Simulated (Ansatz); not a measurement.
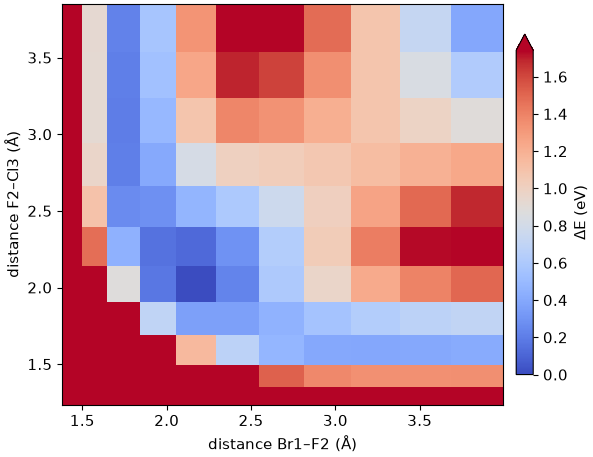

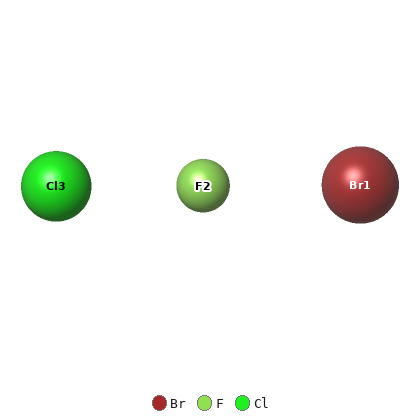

Energy landscape of the system Br⁻ + FCl. First axis: distance Br1–F2. Second axis: distance F2–Cl3. Nothing is relaxed (the angle Br1–F2–Cl3 is fixed at 180 degrees). The grid has 11 × 11 points. Points are written as (first, second). All energies are given in eV relative to the lowest grid point. Energies and slopes of some neighbouring points disagree (a jump in structure or state, or too coarse a mesh). The restricted reference is unstable at some or all points, so the energies there are unreliable. Computed with Ansatz 0.2.0, RHF-MP2, frozen core/def2-TZVPD.

Drawn: one coloured cell a grid point, one colour for all values above the top of the scale. The second picture is the structure at the lowest point.

Describe this landscape.

Answer. The lowest grid point is at (2.169 Å, 2.025 Å). Other grid points that lie below all their neighbours: (1.736 Å, 3.092 Å) (0.20 eV higher); (3.236 Å, 1.592 Å) (0.39 eV higher). The energy also falls towards the edge at (3.840 Å, 3.696 Å) (0.39 eV above the lowest), where a further well may lie outside the range. The highest grid point, (1.440 Å, 1.296 Å), lies 17.19 eV above the lowest.

Grid values (eV):

```csv
"distance F2–Cl3 ↓, distance Br1–F2 →",1.440,1.560,1.736,1.942,2.169,2.415,2.675,2.950,3.236,3.533,3.840
3.696,2.66,0.93,0.22,0.57,1.33,1.91,1.85,1.48,1.09,0.72,0.39
3.389,2.64,0.92,0.21,0.54,1.25,1.69,1.61,1.35,1.08,0.84,0.61
3.092,2.64,0.92,0.20,0.49,1.08,1.38,1.34,1.20,1.09,0.99,0.89
2.806,2.69,0.96,0.20,0.40,0.82,1.00,1.03,1.07,1.13,1.20,1.24
2.531,2.86,1.10,0.26,0.28,0.47,0.59,0.77,1.01,1.26,1.49,1.68
2.271,3.31,1.47,0.45,0.15,0.12,0.29,0.63,1.04,1.42,1.73,1.97
2.025,4.32,2.30,0.88,0.17,0.00,0.22,0.60,0.96,1.23,1.40,1.50
1.798,6.26,3.83,1.79,0.70,0.36,0.36,0.45,0.55,0.63,0.68,0.71
1.592,9.27,6.24,3.63,2.06,1.16,0.68,0.47,0.40,0.39,0.40,0.41
1.416,13.21,9.80,6.55,4.15,2.66,1.87,1.52,1.38,1.34,1.34,1.35
1.296,17.19,13.50,9.64,6.74,4.98,4.07,3.66,3.50,3.46,3.47,3.48
```

Each point was launched as `ansatz run input.yaml --threads 1 --pin off --max-ram 2560MiB --backend cpu --events-out ev --progress --plain --runs-dir out`. The whole map (121 points run) took 30 min on 1 thread of Arm Neoverse V2 (shared host).
